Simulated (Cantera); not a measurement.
Charge: 1 mol BN, a varied amount of O2, 30 mol H2, at 1875 K and 0.550 bar.

Equilibrium computed with Cantera from the NASA thermochemical tables; the gas is ideal and each condensed phase is pure. Candidate condensed phases: B, BN, B2O3, B3O3H3, H2O; 39 gas species. Equilibrium is a limit: real reactors are often held back by kinetics, nucleation or transport.

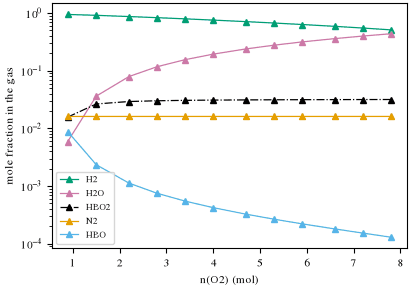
Fig. 1. Equilibrium gas composition (values under 1e-9 drawn at 1e-9)

Question: Read off the mole fractions at 5.9 mol O2.

Answer: H2 about 0.63, H2O about 0.32, HBO2 about 0.031, N2 about 0.016, HBO about 0.00022.
